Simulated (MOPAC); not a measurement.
# Excited-state calculation of C7H12OSi2 (part 4 of 4)

C7H12OSi2, SMILES C=C[SiH2]CC1=CC(=O)[SiH2]C1; INDO/S, RHF, COSMO solvent acetonitrile (MOPAC 23.2.5). The geometry was optimised with PM6-DH2.

Geometry of the input (Å):
```
C  4.2046  -0.0552  -0.5341
C  3.4136  0.2323  0.4970
Si 1.7403  -0.5152  0.8033
C  0.4683  0.5033  -0.1393
C  -0.9644  0.1367  -0.0515
C  -1.4669  -0.9097  0.6598
C  -2.9175  -1.1591  0.6438
O  -3.4024  -2.0983  1.2707
Si -3.6084  0.2613  -0.5023
C  -1.9173  1.0079  -0.8238
H  3.9582  -0.7599  -1.3230
H  5.1815  0.3977  -0.6797
H  3.7445  0.9633  1.2537
H  1.4695  -0.4613  2.2530
H  1.7288  -1.9165  0.3432
H  0.6050  1.5749  0.1713
H  0.7879  0.5161  -1.2172
H  -0.8539  -1.5895  1.2477
H  -4.5254  1.1466  0.2387
H  -4.2550  -0.2867  -1.7082
H  -1.8385  2.0764  -0.5101
H  -1.6456  1.0513  -1.9055
```

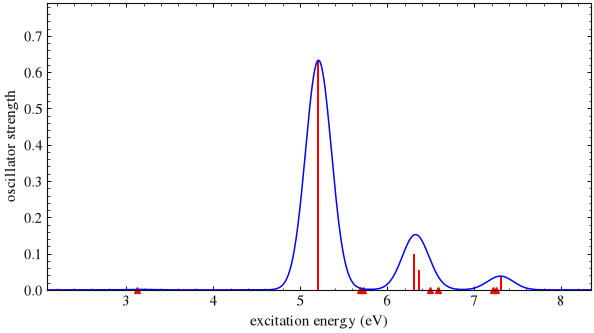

**Figure 1.** Computed excitations as sticks (degenerate states added up, dark ones marked on the axis), with a Gaussian envelope of 0.35 eV full width at half maximum, scaled to the tallest. Of the 11 states the lowest lies at 3.12 eV (f = 0.001); the strongest line is at 5.21 eV, or 238 nm (f = 0.633).

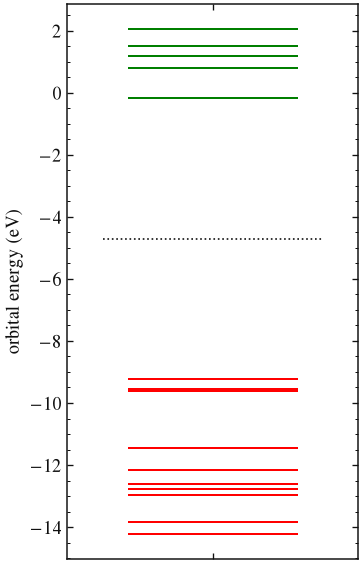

**Figure 2.** Orbital energies near the frontier; the dotted line parts filled from empty levels, and levels within 0.02 eV of each other stand side by side. Highest filled −9.23 eV, lowest empty −0.18 eV, 9.05 eV apart.

Results in brief:

| quantity | value |
| --- | --- |
| outcome | converged |
| basis functions | 52 |
| HOMO | −9.23 eV |
| LUMO | −0.18 eV |
| dipole moment | 8.60 D |
| lowest excitation | 3.12 eV |
| hardware | 1 thread of Arm Neoverse N1, 98 GiB of memory available, shared host |
| peak memory | 0.11 GiB |

MOPAC's energies along a path are heats of formation.
